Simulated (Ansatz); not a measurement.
**V_Mg-V_H in MgH2 (P4_2/mnm): charge-transition levels and formation energies**

Wanted: the transition levels of a complex in MgH2 (P4_2/mnm), from a cell of 72 host atoms with 1 Mg and 1 H taken out.

Method: place-levels on PBEsol runs: charge-transition levels and formation energies with image-charge correction and potential alignment at the atomic sites, in Ansatz 0.2.0.

## 1. Starting point

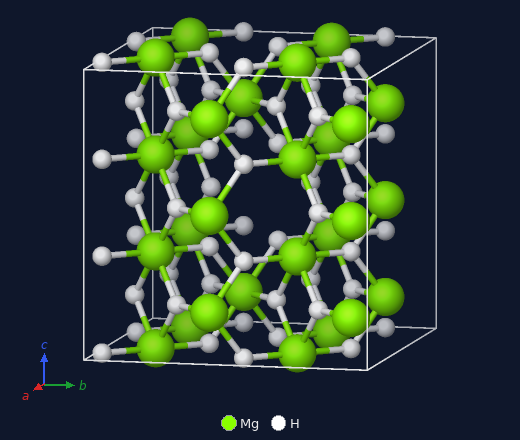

The cell as given, slightly off an axis (magnesium green, hydrogen white). Some periodic images of atoms are drawn too.

The cell holds 70 atoms: 23 Mg and 47 H. Its edges and angles: a = 8.954 Å, b = 8.954 Å, c = 9.023 Å, α = 90.0°, β = 90.0°, γ = 90.0°. It derives from MgH2 (space group P4_2/mnm). Nearest the centre at fractional (0.576, 0.576, 0.667): H28 at 2.17 Å, H48 at 2.17 Å, H54 at 2.17 Å, H34 at 2.17 Å, Mg61 at 2.67 Å, Mg67 at 2.67 Å, H15 at 2.89 Å, H65 at 3.16 Å.

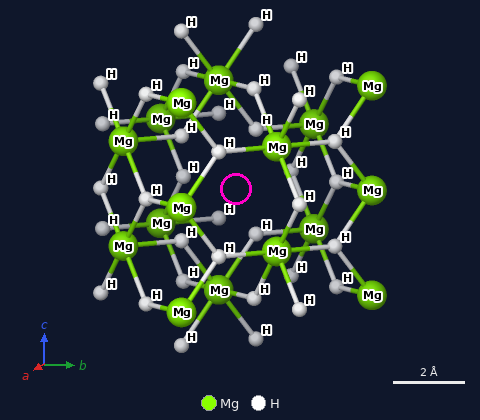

The atoms within 5 Å of the centre. A ring marks the centre wherever it is empty.

As a file:

```xyz
70
Lattice="8.9544 0.0000 0.0000 0.0000 8.9544 0.0000 0.0000 0.0000 9.0232" Properties=species:S:1:pos:R:3 pbc="T T T"
Mg    2.2386    2.2386    1.5039
Mg    0.0000    0.0000    0.0000
H     3.1141    3.1141    0.0000
H     3.6017    0.8755    1.5039
H     1.3631    1.3631    0.0000
H     0.8755    3.6017    1.5039
Mg    2.2386    2.2386    4.5116
Mg    0.0000    0.0000    3.0077
H     3.1141    3.1141    3.0077
H     3.6017    0.8755    4.5116
H     1.3631    1.3631    3.0077
H     0.8755    3.6017    4.5116
Mg    2.2386    2.2386    7.5194
Mg    0.0000    0.0000    6.0155
H     3.1141    3.1141    6.0155
H     3.6017    0.8755    7.5194
H     1.3631    1.3631    6.0155
H     0.8755    3.6017    7.5194
Mg    2.2386    6.7158    1.5039
Mg    0.0000    4.4772    0.0000
H     3.1141    7.5913    0.0000
H     3.6017    5.3527    1.5039
H     1.3631    5.8403    0.0000
H     0.8755    8.0789    1.5039
Mg    2.2386    6.7158    4.5116
Mg    0.0000    4.4772    3.0077
H     3.1141    7.5913    3.0077
H     3.6017    5.3527    4.5116
H     1.3631    5.8403    3.0077
H     0.8755    8.0789    4.5116
Mg    2.2386    6.7158    7.5194
Mg    0.0000    4.4772    6.0155
H     3.1141    7.5913    6.0155
H     3.6017    5.3527    7.5194
H     1.3631    5.8403    6.0155
H     0.8755    8.0789    7.5194
Mg    6.7158    2.2386    1.5039
Mg    4.4772    0.0000    0.0000
H     7.5913    3.1141    0.0000
H     8.0789    0.8755    1.5039
H     5.8403    1.3631    0.0000
H     5.3527    3.6017    1.5039
Mg    6.7158    2.2386    4.5116
Mg    4.4772    0.0000    3.0077
H     7.5913    3.1141    3.0077
H     8.0789    0.8755    4.5116
H     5.8403    1.3631    3.0077
H     5.3527    3.6017    4.5116
Mg    6.7158    2.2386    7.5194
Mg    4.4772    0.0000    6.0155
H     7.5913    3.1141    6.0155
H     8.0789    0.8755    7.5194
H     5.8403    1.3631    6.0155
H     5.3527    3.6017    7.5194
Mg    6.7158    6.7158    1.5039
Mg    4.4772    4.4772    0.0000
H     7.5913    7.5913    0.0000
H     8.0789    5.3527    1.5039
H     5.8403    5.8403    0.0000
H     5.3527    8.0789    1.5039
Mg    6.7158    6.7158    4.5116
Mg    4.4772    4.4772    3.0077
H     7.5913    7.5913    3.0077
H     8.0789    5.3527    4.5116
H     5.8403    5.8403    3.0077
H     5.3527    8.0789    4.5116
Mg    6.7158    6.7158    7.5194
H     7.5913    7.5913    6.0155
H     8.0789    5.3527    7.5194
H     5.3527    8.0789    7.5194
```

The host's dielectric constants go in as inputs: (4.16, 4.16, 4.21) for the electrons alone, (11.89, 11.89, 8.50) with the ions, from a response run on this crystal (DFPT, PBEsol) at that run's own cell.

The cell's shortest repeat is 9.0 Å.

## 2. What was run first

Levels follow from differences of total energies between charge states, each relaxed by itself.

Random displacements of about 0.05 Å break the site symmetry at the start, so that the relaxation can reach a distorted minimum if there is one. Forces are taken at one point at (¼, ¼, ¼). The cell holds 2 electrons more than the neutral one, with a uniform background that keeps it neutral on the whole. The electron count is odd, so at least one spin is unpaired; this run locks the moment at 1 μB.

The sampling was tested on the host first: at the k-points planned (1x1x1 shifted 0.25 0.25 0.25) its energy lies 0.000 eV an atom from the dense-mesh value, under the bound of 0.02 eV set for this test; that bounds the host's error, not the defect's.

One state's input; the others differ in charge, spin, start and seed, and in occupations where the table says so.

Input file qm2_M1.relax/input.yaml:

```yaml
crystal:
  lattice:
    - [4.47718515, 0.0, 0.0]
    - [0.0, 4.47718515, 0.0]
    - [0.0, 0.0, 3.0077407]
  atoms:
    - { symbol: Mg, position: [0.5, 0.5, 0.5] }
    - { symbol: Mg, position: [0.0, 0.0, 0.0] }
    - { symbol: H, position: [0.69554375, 0.69554375, 0.0] }
    - { symbol: H, position: [0.80445625, 0.19554375, 0.5] }
    - { symbol: H, position: [0.30445625, 0.30445625, 0.0] }
    - { symbol: H, position: [0.19554375, 0.80445625, 0.5] }
  supercell: [2, 2, 3]
  defects: [{ vacancy: 67 }, { vacancy: 70 }]
total_charge: -2
basis:
  ecutwfc: 420
  xc_grid: 2
hamiltonian:
  xc: pbesol
kpoints:
  mp_grid: { grid: [1, 1, 1], shift: [0.25, 0.25, 0.25] }
magnetization:
  spin_polarized: true
  initial_magnetization: 1
  spin_locking: { lock_magnetization: hard }
scf:
  occupations: { method: fixed }
  max_iter: 60
output:
  forces: true
  charged_corrections:
    epsilon: [4.16, 4.16, 4.21]
    static_epsilon: [11.89, 11.89, 8.5]
    defect_position: [0.576114, 0.576114, 0.666667]
relax:
  f_tol: 0.02
  max_steps: 80
  random_displacement: { amplitude: 0.05, seed: 6935 }
checkpoint:
  write: "../qm2_M1.relax.run"
  compress: false
  write_wavefunctions: true
  write_every: 100000
```

Command:

```sh
> ansatz run input.yaml --threads 4 --pin off --max-ram 7536MiB --backend cpu --events-out ev --progress --plain --runs-dir out
```

Defect states can disperse in a cell of this size, so the energy is taken again at a 2×2×2 shifted mesh, on the relaxed structure.

The run of this state that the levels use, under PBEsol:

Input file qm2_M1.point/input.yaml:

```yaml
crystal:
  checkpoint: "../qm2_M1.relax.run"
  host: checkpoint
total_charge: -2
basis:
  ecutwfc: 420
  xc_grid: 2
hamiltonian:
  xc: pbesol
kpoints:
  mp_grid: { grid: [2, 2, 2], shift: [0.5, 0.5, 0.5] }
magnetization:
  spin_polarized: true
  initial_magnetization: 1
  spin_locking: { lock_magnetization: hard }
scf:
  occupations: { method: fermi_dirac, width: 0.01 }
  max_iter: 60
output:
  forces: true
  eigenvalues: true
  charged_corrections:
    epsilon: [4.16, 4.16, 4.21]
    static_epsilon: [11.89, 11.89, 8.5]
    defect_position: [0.576114, 0.576114, 0.666667]
  eigenstates: { localisation: true }
  populations: true
  efg: {}
  band_densities: [{ bands: [v1, v1] }, { bands: [c1, c1] }]
  write_density: true
  write_potential: true
  volumetric_format: npy
  elf: true
checkpoint:
  read: "../qm2_M1.relax.run"
  write: "../qm2_M1.point.run"
  compress: false
  write_wavefunctions: false
  write_every: 100000
```

Relaxations under PBEsol at one point at (¼, ¼, ¼); times on 4 threads of Arm Neoverse V1, shared host:

| charge | moment (μB) | occupations | outcome | steps | largest displacement against the far atoms (Å) | time |
| --- | --- | --- | --- | --- | --- | --- |
| −2 | 1 | fixed | converged | 4 | 0.17 | 43 s |
| −1 | 0 | fixed | converged | 4 | 0.19 | 21 s |
| −1 | 2 | fixed | not converged | - | - | 51 s |
| −1 | 2 | fermi-dirac | converged | 17 | 1.23 | 3.2 min |
| 0 | 1 | fixed | not converged | - | - | 50 s |
| 0 | 1 | fermi-dirac | converged | 19 | 1.04 | 3.7 min |
| +1 | 0 | fixed | not converged | - | - | 19 s |
| +1 | 0 | fermi-dirac | converged | 54 | 2.53 | 4 min |
| +1 | 2 | fixed | converged | 36 | 2.39 | 6 min |

Single points under PBEsol at a 2×2×2 shifted mesh; times on 4 threads of Arm Neoverse V1, shared host:

| charge | moment (μB) | occupations | outcome | time |
| --- | --- | --- | --- | --- |
| −2 | 1 | fermi-dirac | converged | 1.8 min |
| −1 | 0 | fermi-dirac | converged | 41 s |
| −1 | 2 | fermi-dirac | converged | 98 s |
| 0 | 1 | fermi-dirac | converged | 94 s |
| +1 | 0 | fermi-dirac | converged | 38 s |
| +1 | 2 | fermi-dirac | converged | 89 s |

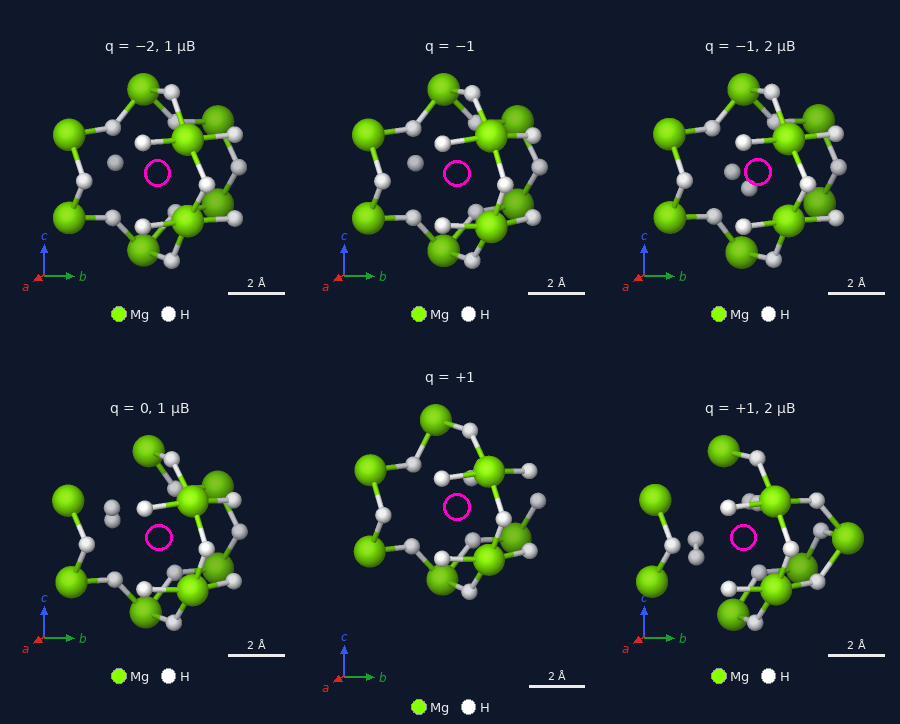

The structures near the centre after relaxation with PBEsol, by charge. A ring marks the centre wherever it is empty. Bonds to atoms that aren't drawn are left out.

Distances (Å) from the ideal centre to the nearest atoms after relaxation with PBEsol:

```
charge  moment (μB)      1.      2.      3.      4.       5.       6.
    −2            1  H 2.29  H 2.29  H 2.30  H 2.30  Mg 2.56  Mg 2.56
    −1            0  H 2.25  H 2.25  H 2.25  H 2.26  Mg 2.84  Mg 2.86
    −1            2  H 2.25  H 2.27  H 2.27  H 2.28   H 2.48  Mg 2.58
     0            1  H 2.20  H 2.21  H 2.24  H 2.24   H 2.42  Mg 2.85
    +1            0  H 1.67  H 1.94  H 2.18  H 2.23   H 2.24  Mg 2.82
    +1            2  H 1.71  H 2.13  H 2.16  H 2.23   H 2.36  Mg 2.82
```

(Continued in part 2 of 2.)

[Logs are printed without paths, hosts, clocks, repeated set-up lines and the standing remarks that a program may print on its own settings, such as how far it seeks lower states.]

[Hosts, paths, dates, database ids (printed as entryN), source tags and the programs' standing remarks are cut or masked in the printed files.]

[Where a table of states has a column of steps, it counts the stored structures, which are thinned; the runs took as many ionic steps or more.]

[A defect's name tells the site on which it was built; relaxed atoms can leave that site.]

[For some hosts the program warned that the k-mesh of the response run may be too coarse for force constants and the static dielectric constant; such warnings are not shown here.]
